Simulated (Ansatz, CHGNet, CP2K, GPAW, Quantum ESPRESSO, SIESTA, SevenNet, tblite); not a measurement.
# GPAW on random packing of C71N29 (at. %) (109 atoms): settings against a plane-wave reference, part 2 of 2

Wanted: GPAW inputs and outputs for random packing of C71N29 (at. %) (109 atoms), checked against a plane-wave reference.

Program: GPAW 26.7.0; the method stands at each step. Banners, paths, timers and routine set-up lines are dropped from the logs unmarked, and long logs keep their key lines alone; longer cuts are marked.

So far. Step 3 (PBE, LCAO szp(dzp), h 0.18 Å): Against the first run (4.0 %), the force difference from the reference is 26 %, at 0.75 times the CPU time (on 1 against 2 cores), with 981 basis functions against 1417: the smaller basis costs accuracy. Step 4 (PBE, LCAO dzp, h 0.18 Å, other mixer settings): Against the first run (4.0 %), the force difference from the reference is 4.1 %, at 1.4 times the CPU time (on 4 against 2 cores): another solver or mixer reaches the same state.

## 5. PBE, LCAO dzp, h 0.25 Å

Method: Kohn-Sham DFT, PBE, PAW, atomic orbitals (dzp).

Input file run.py:

```python
import numpy as np
from ase.io import read
from gpaw import GPAW, FermiDirac
from ase.parallel import parprint as print

atoms = read("structure.xyz")
atoms.calc = GPAW(
    mode="lcao",
    basis="dzp",
    h=0.25,
    xc="PBE",
    kpts={"size": (1, 1, 1), "gamma": True},
    occupations=FermiDirac(0.05),
    maxiter=200,
    symmetry={"point_group": False},
    txt="gpaw.txt",
)
energy = atoms.get_potential_energy(force_consistent=True)
forces = atoms.get_forces()
print(f"energy {energy:.6f} eV")
print("forces (eV/A)")
for i, (a, f) in enumerate(zip(atoms, forces)):
    print(f"{i:4d} {a.symbol:2s} {f[0]:10.5f} {f[1]:10.5f} {f[2]:10.5f}")
print(f"Fermi level {atoms.calc.get_fermi_level():.4f} eV")
for k in range(len(atoms.calc.get_ibz_k_points())):
    for s in range(atoms.calc.get_number_of_spins()):
        e = atoms.calc.get_eigenvalues(kpt=k, spin=s)
        n = np.searchsorted(e, atoms.calc.get_fermi_level())
        print(f"k {k} spin {s} levels about the Fermi level:", np.round(e[max(n - 6, 0):n], 4).tolist(), "|", np.round(e[n:n + 6], 4).tolist())
```

Input file structure.xyz:

```xyz
109
Lattice="9.80880 0.00000 0.00000 0.00000 9.80880 0.00000 0.00000 0.00000 9.80880" Properties=species:S:1:pos:R:3 pbc="T T T"
[... 109 atom lines left out: the same atoms as in the first run ...]
```

The run is started by

```console
$ OMP_NUM_THREADS=1 mpirun -np 2 gpaw python run.py > output.txt
```

The program printed:

```text
energy -530.207885 eV
forces (eV/A)
   0 C    -0.57202   -0.12387   -1.81382
   1 C     2.08668   -1.92032   -2.50303
   2 C    -1.03975    0.46122   -0.75315
   3 C    -0.71879    3.47071   -0.52023
   4 C     0.73137   -1.49221   -0.98082
   5 C     2.59793    1.50941   -0.22864
[...]
106 N     0.97376    1.31113   -3.11986
 107 N    -1.31862    0.68122   -0.54018
 108 N    -2.49461   -1.54036   -0.92353
Fermi level 6.4267 eV
k 0 spin 0 levels about the Fermi level: [6.2259, 6.2851, 6.3293, 6.3512, 6.3679, 6.4219] | [6.44, 6.462, 6.5037, 6.5604, 6.5683, 6.617]
```

gpaw.txt:

```text
Input parameters:
  mode=LCAO(),
  basis={'default': 'dzp'},
  h=0.25,
  kpts=MonkhorstPack(size=(1, 1, 1), gamma=True),
  maxiter=200,
  occupations=Occupations(name='fermi-dirac', width=0.05, fixmagmom=False),
[... lines left out ...]
  Fermi-Dirac:
[... lines left out ...]
convergence criteria:
- Maximum [total energy] change in last 3 cyles: 0.0005 eV / valence electron
[... lines left out ...]
Converged in 22 steps
[... lines left out ...]
  Free energy:    -530.207885
[... lines left out ...]
Fermi level: 6.427
[... lines left out ...]
|        ... |               |           |
|        226 |         6.087 |     1.998 |
|        227 |         6.160 |     1.990 |
[...]
|        241 |         6.706 |     0.007 |
|        ... |               |           |
|        284 |         8.584 |     0.000 |
Gap: 0.018 eV
Transition (v -> c):
  (s=0, k=0, n=233, [0.00, 0.00, 0.00]) -> (s=0, k=0, n=234, [0.00, 0.00, 0.00])
No difference between direct/indirect transitions
Force computation time: 6.994  # s
```

The job ended after 96 s (2 MPI ranks of Arm Neoverse V2, shared host; peak memory 1.1 GiB).

Against the reference:

```yaml
r_m_s_force_component: 1.919 eV/Å
r_m_s_difference_of_force_components: 461.5 meV/Å
longest_difference_of_force_vectors: 2126 meV/Å
force_difference_over_r_m_s_force: 23.8 %
slope_of_forces_against_the_reference_s: 0.9612
correlation_of_force_components: 0.9716
energy_less_the_same_level_run_s: 307.9 meV/atom
r_m_s_force_difference_from_the_same_level_run: 458.2 meV/Å
```

This is a coarse setting, run to see what it loses.

Against the first run (4.0 %), the force difference from the reference is 24 %, at 0.58 times the CPU time: the grid matters here.

The difference per atom is largest on N (1.4 eV/Å on average, against 0.13 on C). The forces add up to 7.4 eV/Å instead of zero, usually a sign of too coarse a grid.

## 6. Side by side

Differences are against the plane-wave reference, forces as r.m.s. over components; share is that over the reference's r.m.s. force, slope the least-squares factor from reference forces to these. Total energies of different programs have different zeros and aren't compared.

```csv
run,"Δ force, r.m.s. (meV/Å)",share (%),slope,cores,CPU time,memory (GiB)
reference,-,-,-,4,8.1 min,3.1
"GPAW PBE, LCAO dzp, h 0.18 Å",78.2,4.03,0.983,2,5.5 min,1.7
"GPAW PBE, LCAO szp(dzp), h 0.18 Å (coarse)",507,26.1,0.828,1,4.1 min,1.2
"GPAW PBE, LCAO dzp, h 0.18 Å, other mixer settings",80.2,4.14,0.982,4,7.5 min,2.3
"GPAW PBE, LCAO dzp, h 0.25 Å (coarse)",461,23.8,0.961,2,3.2 min,1.1
```

Rows marked coarse were listed beforehand as settings not expected to be converged; some can still land near the reference.

CPU time is summed over cores on a shared host, where runs went side by side, so it is rough. Symmetry, cutoffs, thresholds, outputs and thread counts weren't matched or tuned between programs; memory under MPI is the largest rank's times the ranks.

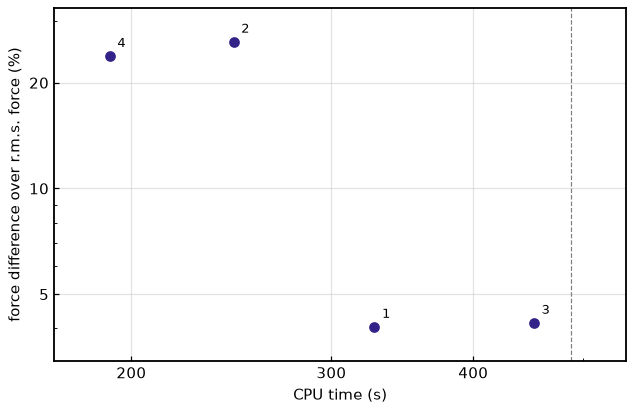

Force difference against CPU time; the dashed line marks the reference's time. Points: 1 GPAW PBE, LCAO dzp, h 0.18 Å; 2 GPAW PBE, LCAO szp(dzp), h 0.18 Å; 3 GPAW PBE, LCAO dzp, h 0.18 Å, other mixer settings; 4 GPAW PBE, LCAO dzp, h 0.25 Å.

Within one program, basis, potentials and functional, energies share a zero. Each run against its twin at the usual cutoff or grid and solver:

```csv
run,twin,Δ energy (meV/atom),"Δ force, r.m.s. (meV/Å)",CPU time over the twin's
"GPAW PBE, LCAO dzp, h 0.18 Å, other mixer settings","LCAO dzp, h 0.18 Å",2.0e-4,5.15,1.4 (this twin ran on 2 cores)
"GPAW PBE, LCAO dzp, h 0.25 Å","LCAO dzp, h 0.18 Å",308,458,0.58
```

## 7. Summary of results

| Property | Result |
| --- | --- |
| nearest in forces | GPAW PBE, LCAO dzp, h 0.18 Å, 4.0 % |
| its CPU time | 5.5 min |

In words: The PBE runs in local orbitals, coarse settings apart, differ by 4.0 % (GPAW PBE, LCAO dzp, h 0.18 Å) to 4.1 % (GPAW PBE, LCAO dzp, h 0.18 Å, other mixer settings); basis, grid and potentials can all enter. Runs with settings chosen to be coarse differ by 24 % (GPAW PBE, LCAO dzp, h 0.25 Å) to 26 % (GPAW PBE, LCAO szp(dzp), h 0.18 Å), their programs' other errors included. One electronic-structure run takes under half the reference's CPU time: GPAW PBE, LCAO dzp, h 0.25 Å, at 24 % in 3.2 min against 8.1 min. GPAW PBE, LCAO szp(dzp), h 0.18 Å softens the forces by a factor of 0.83 while following their directions (correlation 0.973); the slopes of the 4 GPAW runs lie between 0.83 and 0.98. The reference's stress is far from hydrostatic: its diagonal is -24.5, -27.0, -19.9 GPa, compression counted positive. The reference's pressure of -24 GPa says that the cell would shrink at this level of theory. The electronic-structure runs sample only Γ, in a cell whose shortest periodic width is 10 Å, which is coarse for a cell with partly filled levels.

[Also dropped from logs without a mark: logging warnings of Python, and SIESTA's first energy breakdown and zero terms.]

[Logs are printed without paths, hosts, clocks, repeated set-up lines and the standing remarks that a program may print on its own settings, such as how far it seeks lower states.]

[Hosts, paths, dates, database ids (printed as entryN), source tags and the programs' standing remarks are cut or masked in the printed files.]
